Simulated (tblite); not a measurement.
Run report: C4H7FO2Si, frequency calculation

C4H7FO2Si, computed with GFN2-xTB harmonic vibrations, gas phase (tblite 0.8.0).

It belongs to a series of runs on one base structure; here: constitutional isomer.

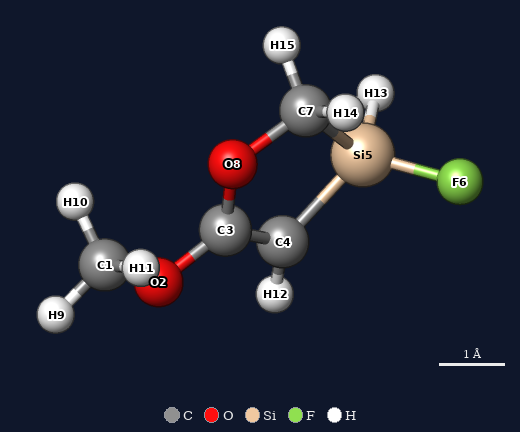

Figure 1. The structure (ball-and-stick view, seen at a tilt; atoms are numbered from 1 in the order of the input). Bond lengths as drawn: C–C 1.35 Å, C–H 1.07 to 1.09 Å, C–O 1.34 to 1.43 Å, C–Si 1.84 to 1.92 Å, F–Si 1.62 Å and H–Si 1.45 Å.

**Input file**
```
{"job": {"kind": "ir", "xc": "GFN2-xTB", "basis": "xTB"}, "charge": 0, "multiplicity": 1}
C      2.576571     0.495752    -0.393120
O      1.633493    -0.469120    -0.823766
C      0.385100    -0.361964    -0.359803
C     -0.610265    -1.197866    -0.730328
Si    -2.149095    -0.720673     0.159192
F     -3.354179    -0.108035    -0.733581
C     -1.182569     0.724765     0.967052
O      0.171158     0.640107     0.512286
H      3.508999     0.235955    -0.889301
H      2.705996     0.460785     0.690963
H      2.266433     1.502390    -0.682213
H     -0.406272    -1.995945    -1.415563
H     -2.840159    -1.594422     1.091375
H     -1.558544     1.708628     0.679643
H     -1.151080     0.687632     2.056285
```

The first line tells a small driver script what to run in tblite; the rest is the geometry in Å.

Run on 1 CPU thread, shared host.

Launched with:
```bash
OMP_NUM_THREADS=1 python <driver script> task.json out
```

**Log**
```
mode    cm-1     km/mol
  1      71.1      1.62
  2     123.8      6.36
  3     141.9      4.43
  4     158.3      4.70
  5     192.3      3.07
  6     226.6      7.09
  7     249.4     17.10
  8     407.7     24.71
  9     473.4     17.39
 10     551.3    103.91
 11     605.6     21.07
 12     613.4     32.20
 13     671.9    106.71
 14     717.9      4.92
 15     723.8     48.36
 16     734.7     24.25
 17     792.9    231.85
 18     895.8    209.13
 19     925.1      6.75
 20    1017.2     70.87
 21    1059.7     74.40
 22    1121.7      1.52
 23    1148.3      9.86
 24    1171.3     15.93
 25    1176.3     13.21
 26    1241.8     55.07
 27    1308.6    298.92
 28    1397.9     11.60
 29    1453.1      6.99
 30    1466.7      0.61
 31    1469.7     19.80
 32    1592.7    635.26
 33    2349.4    300.96
 34    2956.3     33.39
 35    2966.2     25.13
 36    2979.0     25.09
 37    2980.3     21.89
 38    3036.9     12.31
 39    3165.7      4.90
```

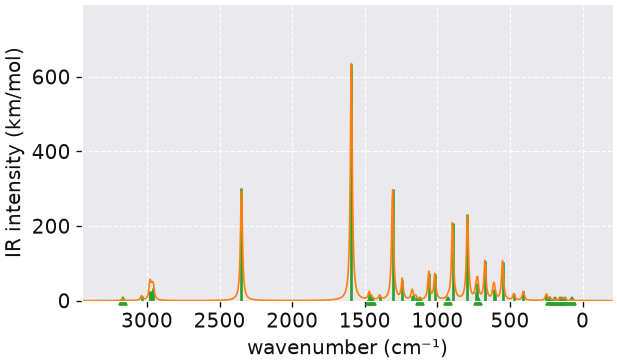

Figure 2. Harmonic infrared spectrum, unscaled: sticks (degenerate modes added up, dark ones marked on the axis) with a Lorentzian envelope of 16 cm⁻¹ full width, scaled to the tallest stick. 39 modes from 71 to 3166 cm⁻¹, none imaginary. The strongest line is at 1593 cm⁻¹ (635 km/mol).

**Summary**

| quantity | value |
| --- | --- |
| outcome | converged |
| total energy | −728.3739 eV |
| zero-point energy | 66.2400 kcal/mol |
| wall time | 0.84 s |
| peak memory | 0.18 GiB |
